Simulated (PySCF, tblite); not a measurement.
# C4H8F3NSi: dynamics, then NMR shifts on frames, part 2 of 2

tblite 0.8.0 and PySCF 2.14.0. Atoms count from 0. Earlier steps stand in the parts before.

### 5 Nuclear shieldings: 625 fs, PBE0/pcSseg-1

What the job is given:

```
{"job": {"kind": "nmr", "xc": "PBE0", "basis": "pcSseg-1", "pop": false}, "charge": 0, "multiplicity": 1}
F      2.358200     1.709000    -0.270500
C      2.143900     0.516300     0.364000
F      2.954100    -0.407200    -0.190700
F      2.567200     0.766200     1.681500
Si     0.349800    -0.068800     0.410900
C     -0.817300    -0.075100    -1.080800
C     -2.041500    -0.072900    -0.259600
C     -1.896300     0.994200     0.797800
N     -0.557600     0.997600     1.340900
H      0.394500    -1.415700     0.866000
H     -0.693100     0.809500    -1.775900
H     -0.686300    -1.093700    -1.561800
H     -2.130500    -1.006000     0.269600
H     -2.946700     0.127100    -0.894300
H     -2.607200     0.821500     1.580500
H     -2.070300     1.965900     0.392300
H     -0.387300     1.541300     2.145500
```

Method: GIAO PBE0/pcSseg-1 NMR shielding, non-relativistic, gas phase.

The program printed:

```text
coarse grid: 15248 points
cycle   1  E = -800.0804352972  dE =  1.391e+00  |g| = 9.381e-01  |ddm| = 3.704e+00
cycle   2  E = -799.8751132582  dE =  2.053e-01  |g| = 1.468e+00  |ddm| = 1.410e+00
cycle   3  E = -800.2420214587  dE = -3.669e-01  |g| = 5.427e-02  |ddm| = 8.942e-01
cycle   4  E = -800.2422915745  dE = -2.701e-04  |g| = 4.164e-02  |ddm| = 6.427e-02
cycle   5  E = -800.2425985219  dE = -3.069e-04  |g| = 9.270e-03  |ddm| = 3.245e-02
cycle   6  E = -800.2426132246  dE = -1.470e-05  |g| = 2.187e-03  |ddm| = 7.173e-03
cycle   7  E = -800.2426140473  dE = -8.227e-07  |g| = 5.477e-04  |ddm| = 1.869e-03
final grid: 145544 points
cycle   8  E = -800.3141740296  dE = -5.528e-05  |g| = 9.627e-03  |ddm| = 2.703e-02
cycle   9  E = -800.3141589866  dE =  1.504e-05  |g| = 1.319e-02  |ddm| = 1.810e-02
cycle  10  E = -800.3141946046  dE = -3.562e-05  |g| = 7.355e-04  |ddm| = 1.019e-02
cycle  11  E = -800.3141946852  dE = -8.061e-08  |g| = 3.310e-04  |ddm| = 6.983e-04
cycle  12  E = -800.3141947036  dE = -1.839e-08  |g| = 8.341e-05  |ddm| = 2.618e-04
cycle  13  E = -800.3141947050  dE = -1.323e-09  |g| = 2.460e-05  |ddm| = 8.201e-05
cycle  14  E = -800.3141947051  dE = -1.055e-10  |g| = 5.781e-06  |ddm| = 2.116e-05
converged SCF energy = -800.3141947051

GIAO shielding tensors (ppm)
atom      isotropic    diamagn.    paramagn.     s11        s22        s33       span
  0 F      244.658     474.007    -229.349    135.749    260.742    337.482    201.732
  1 C       41.488     255.069    -213.581     30.495     45.561     48.409     17.914
  2 F      247.349     473.348    -225.999    141.865    280.290    319.891    178.026
  3 F      224.793     473.901    -249.108     98.766    226.858    348.756    249.990
  4 Si     366.613     880.862    -514.248    303.858    386.355    409.627    105.769
  5 C      170.547     255.584     -85.037    159.034    170.584    182.023     22.989
  6 C      162.479     251.736     -89.257    146.386    166.526    174.525     28.139
  7 C      143.174     241.710     -98.536    117.792    140.969    170.760     52.968
  8 N      256.571     325.056     -68.485    207.082    257.502    305.129     98.046
  9 H       27.391      30.959      -3.567     23.749     24.853     33.572      9.823
 10 H       29.449      30.409      -0.960     25.440     26.878     36.028     10.588
 11 H       29.578      30.394      -0.817     25.318     27.063     36.353     11.035
 12 H       30.009      31.126      -1.117     25.768     27.794     36.465     10.697
 13 H       28.522      27.800       0.722     23.172     26.046     36.347     13.176
 14 H       29.013      28.180       0.833     23.436     27.637     35.966     12.530
 15 H       28.954      29.313      -0.358     22.876     27.303     36.685     13.809
 16 H       31.648      33.116      -1.468     22.035     28.995     43.915     21.880
```

Wall time 24 s (1 thread of AMD EPYC 9R14, shared host); peak memory 0.93 GiB.

Key values: δ C1 145.4, C7 43.8, C6 24.4, C5 16.4, H9 4.33, H13 3.20 ppm.

### 6 Shielding tensors: 800 fs, PBE0/pcSseg-1

What the job is given:

```
{"job": {"kind": "nmr", "xc": "PBE0", "basis": "pcSseg-1", "pop": false}, "charge": 0, "multiplicity": 1}
F      2.066400     1.549200    -0.147400
C      1.955600     0.487700     0.667200
F      2.850100    -0.415500     0.246700
F      2.431000     0.921500     1.823000
Si     0.211700    -0.215700     0.910600
C     -0.898300    -0.189000    -0.689500
C     -2.165400     0.346500    -0.213500
C     -2.017200     1.305800     0.947000
N     -0.773900     0.996200     1.636900
H      0.378900    -1.510700     1.602300
H     -0.506100     0.548000    -1.388400
H     -0.874300    -1.229000    -0.955200
H     -2.845800    -0.409900     0.101500
H     -2.731200     0.960600    -0.985800
H     -2.804000     1.322000     1.660500
H     -1.963800     2.303500     0.511600
H     -0.663100     1.466200     2.510000
```

Level: GIAO PBE0/pcSseg-1 NMR shielding, non-relativistic, gas phase.

The program printed:

```text
coarse grid: 15248 points
cycle   1  E = -800.0924016064  dE =  1.451e+00  |g| = 9.227e-01  |ddm| = 3.734e+00
cycle   2  E = -799.9185639197  dE =  1.738e-01  |g| = 1.376e+00  |ddm| = 1.371e+00
cycle   3  E = -800.2467936579  dE = -3.282e-01  |g| = 5.251e-02  |ddm| = 8.704e-01
cycle   4  E = -800.2470725304  dE = -2.789e-04  |g| = 3.899e-02  |ddm| = 8.050e-02
cycle   5  E = -800.2473659085  dE = -2.934e-04  |g| = 8.758e-03  |ddm| = 3.770e-02
cycle   6  E = -800.2473804206  dE = -1.451e-05  |g| = 1.523e-03  |ddm| = 7.973e-03
cycle   7  E = -800.2473808446  dE = -4.240e-07  |g| = 5.185e-04  |ddm| = 1.649e-03
final grid: 145544 points
cycle   8  E = -800.3166403321  dE = -4.745e-05  |g| = 9.577e-03  |ddm| = 2.633e-02
cycle   9  E = -800.3166240456  dE =  1.629e-05  |g| = 1.306e-02  |ddm| = 1.850e-02
cycle  10  E = -800.3166613449  dE = -3.730e-05  |g| = 7.561e-04  |ddm| = 1.060e-02
cycle  11  E = -800.3166614367  dE = -9.187e-08  |g| = 3.394e-04  |ddm| = 8.359e-04
cycle  12  E = -800.3166614587  dE = -2.197e-08  |g| = 8.416e-05  |ddm| = 3.173e-04
cycle  13  E = -800.3166614599  dE = -1.221e-09  |g| = 2.126e-05  |ddm| = 8.528e-05
cycle  14  E = -800.3166614600  dE = -8.367e-11  |g| = 4.582e-06  |ddm| = 1.989e-05
converged SCF energy = -800.3166614600

GIAO shielding tensors (ppm)
atom      isotropic    diamagn.    paramagn.     s11        s22        s33       span
  0 F      258.974     475.046    -216.072    163.604    267.281    346.037    182.433
  1 C       54.503     249.552    -195.050     47.872     55.353     60.284     12.412
  2 F      259.224     473.665    -214.441    156.405    282.108    339.157    182.752
  3 F      255.057     471.490    -216.433    159.451    276.510    329.210    169.759
  4 Si     357.608     879.779    -522.171    302.966    364.870    404.986    102.020
  5 C      180.393     253.786     -73.393    156.546    180.830    203.803     47.257
  6 C      165.034     243.497     -78.463    139.204    168.736    187.162     47.958
  7 C      137.013     243.969    -106.956    104.760    133.977    172.301     67.541
  8 N      238.735     323.637     -84.902    192.454    223.763    299.987    107.532
  9 H       26.434      28.605      -2.170     22.565     24.346     32.392      9.827
 10 H       30.070      31.996      -1.926     24.425     28.297     37.488     13.064
 11 H       30.563      31.278      -0.716     25.562     28.125     38.001     12.439
 12 H       30.491      28.982       1.509     24.383     28.885     38.207     13.824
 13 H       28.790      27.277       1.513     23.459     26.364     36.546     13.087
 14 H       28.906      28.464       0.442     23.420     27.443     35.855     12.435
 15 H       28.290      29.627      -1.337     22.559     27.056     35.253     12.694
 16 H       31.397      31.584      -0.187     21.615     28.891     43.686     22.071
```

Run time: 22 s. Hardware: 1 thread of AMD EPYC 9R14, shared host; peak memory 0.93 GiB.

In short: δ C1 132.4, C7 49.9, C6 21.9, C5 6.5, H9 5.28, H15 3.43 ppm.

### 7 NMR shieldings: 1000 fs, PBE0/pcSseg-1

What the job is given:

```
{"job": {"kind": "nmr", "xc": "PBE0", "basis": "pcSseg-1", "pop": false}, "charge": 0, "multiplicity": 1}
F      1.939700     2.021100    -0.161500
C      1.572700     1.025800     0.815000
F      2.522200     0.042100     0.652100
F      1.835900     1.581500     1.937400
Si     0.005400     0.178800     0.797000
C     -1.190300     0.332600    -0.600900
C     -2.449900     0.253200     0.221200
C     -2.360700     1.009700     1.528200
N     -0.922300     1.264800     1.642800
H      0.290900    -1.269100     1.237100
H     -1.153100     1.304400    -1.107700
H     -1.071600    -0.361700    -1.449700
H     -2.892100    -0.750000     0.381600
H     -3.358200     0.729400    -0.219200
H     -2.700800     0.275700     2.316200
H     -2.978900     1.911100     1.694300
H     -0.692700     1.730400     2.534800
```

With the program's defaults for keys left out, this is: GIAO PBE0/pcSseg-1 NMR shielding, non-relativistic, gas phase.

The program printed:

```text
coarse grid: 15248 points
cycle   1  E = -800.0586295731  dE =  1.463e+00  |g| = 9.240e-01  |ddm| = 3.700e+00
cycle   2  E = -799.8602410696  dE =  1.984e-01  |g| = 1.438e+00  |ddm| = 1.393e+00
cycle   3  E = -800.2140158351  dE = -3.538e-01  |g| = 8.323e-02  |ddm| = 8.890e-01
cycle   4  E = -800.2146664543  dE = -6.506e-04  |g| = 5.888e-02  |ddm| = 8.244e-02
cycle   5  E = -800.2151797784  dE = -5.133e-04  |g| = 8.303e-03  |ddm| = 3.387e-02
cycle   6  E = -800.2151909102  dE = -1.113e-05  |g| = 2.638e-03  |ddm| = 7.811e-03
cycle   7  E = -800.2151922732  dE = -1.363e-06  |g| = 5.481e-04  |ddm| = 2.380e-03
final grid: 145544 points
cycle   8  E = -800.2843570374  dE = -4.288e-05  |g| = 9.083e-03  |ddm| = 2.586e-02
cycle   9  E = -800.2843403385  dE =  1.670e-05  |g| = 1.304e-02  |ddm| = 1.707e-02
cycle  10  E = -800.2843754624  dE = -3.512e-05  |g| = 9.280e-04  |ddm| = 1.004e-02
cycle  11  E = -800.2843756092  dE = -1.468e-07  |g| = 3.526e-04  |ddm| = 9.452e-04
cycle  12  E = -800.2843756315  dE = -2.235e-08  |g| = 9.288e-05  |ddm| = 3.017e-04
cycle  13  E = -800.2843756332  dE = -1.691e-09  |g| = 2.017e-05  |ddm| = 9.030e-05
cycle  14  E = -800.2843756333  dE = -7.344e-11  |g| = 5.610e-06  |ddm| = 2.131e-05
converged SCF energy = -800.2843756333

GIAO shielding tensors (ppm)
atom      isotropic    diamagn.    paramagn.     s11        s22        s33       span
  0 F      213.253     474.873    -261.620     72.989    187.670    379.099    306.109
  1 C       45.840     248.461    -202.621     28.862     51.933     56.724     27.862
  2 F      222.707     474.918    -252.211     93.275    257.499    317.348    224.073
  3 F      252.436     469.555    -217.120    175.313    285.373    296.621    121.308
  4 Si     379.714     880.071    -500.357    333.547    392.257    413.336     79.789
  5 C      178.052     251.328     -73.276    170.628    176.552    186.976     16.349
  6 C      170.208     241.843     -71.635    142.944    182.385    185.295     42.351
  7 C      139.169     245.587    -106.418    119.003    128.571    169.931     50.928
  8 N      220.799     322.366    -101.566    179.667    211.884    270.847     91.180
  9 H       26.116      27.926      -1.810     22.192     24.321     31.836      9.644
 10 H       30.296      30.597      -0.302     25.828     27.020     38.038     12.210
 11 H       30.399      30.569      -0.170     25.839     27.044     38.314     12.475
 12 H       29.696      28.484       1.212     24.146     27.316     37.625     13.479
 13 H       28.646      26.321       2.325     23.247     26.676     36.016     12.768
 14 H       27.530      27.193       0.336     23.090     25.359     34.141     11.051
 15 H       28.039      27.563       0.476     23.137     26.054     34.925     11.788
 16 H       30.073      30.058       0.015     20.138     29.431     40.650     20.512
```

It took 24 s on 1 thread of AMD EPYC 9R14, shared host; peak memory 0.93 GiB.

This run: δ C1 141.1, C7 47.8, C6 16.7, C5 8.9, H9 5.60, H14 4.19 ppm.

### 8 Run by run: NMR shifts

Shifts (ppm) of some atoms, chosen among heavy atoms and hydrogens apart, with basis size and wall time:

| frame | H14 | H16 | F2 | F3 | F0 | Si4 | N8 | functions | time |
| --- | --- | --- | --- | --- | --- | --- | --- | --- | --- |
| 250 fs | 2.41 | -2.02 | -63.0 | -68.8 | -76.2 | -9.7 | 16.7 | 200 | 24 s |
| 425 fs | 2.11 | -0.35 | -55.0 | -65.1 | -74.6 | -21.6 | 32.6 | 200 | 24 s |
| 625 fs | 2.70 | 0.07 | -76.4 | -53.8 | -73.7 | -17.5 | 11.2 | 200 | 24 s |
| 800 fs | 2.81 | 0.32 | -88.3 | -84.1 | -88.0 | -8.4 | 29.0 | 200 | 22 s |
| 1000 fs | 4.19 | 1.64 | -51.8 | -81.5 | -42.3 | -30.6 | 46.9 | 200 | 24 s |

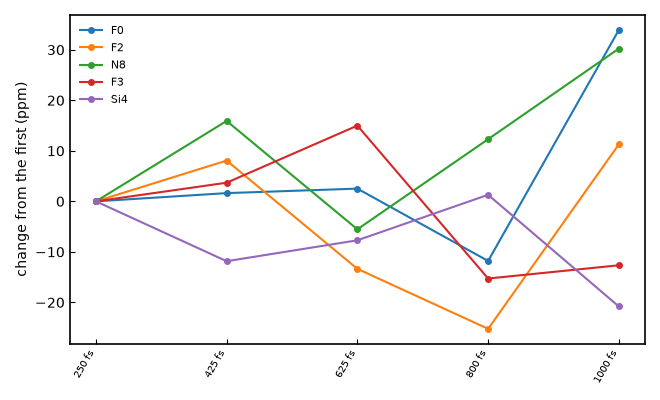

How five of the tabulated atoms move from run to run.

### 9 Outcome

This closing draws on all 2 parts.

| quantity | value |
| --- | --- |
| thermostat | 400 K |
| mean temperature, second half | 403 K |
| mean potential energy above the minimum | 0.82 eV |
| 13C shifts against TMS (PBE0/pcSseg-1, 250 fs) | 139.9, 44.5, 30.3, 8.5 ppm |
| 1H shifts against TMS (PBE0/pcSseg-1, 250 fs) | 5.67, 3.05, 2.94, 2.41, 2.20, 2.19, 1.26, -2.02 ppm |
| 19F shifts against CFCl3 (PBE0/pcSseg-1, 250 fs) | -63.0, -68.8, -76.2 ppm |
| 29Si shifts against TMS (PBE0/pcSseg-1, 250 fs) | -9.7 ppm |
| 15N shifts against NH3 (PBE0/pcSseg-1, 250 fs) | 16.7 ppm |
| range of the shift of F0 | -88.0 to -42.3 ppm |

What this shows: In the second half the potential energy averages 0.82 eV above the minimum; equipartition over 45 harmonic modes at 400 K would give 0.78 eV. With 17 atoms the temperature swings widely (271 to 673 K). Shifts at one fixed geometry are not the observed spectrum, which averages over the motion. In the first frame run (250 fs): The widest tensor belongs to F2: span 225 ppm, with a paramagnetic part of -240 ppm. Across the 5 runs the shift of F0 moves most, between -88.0 (800 fs) and -42.3 ppm (1000 fs).
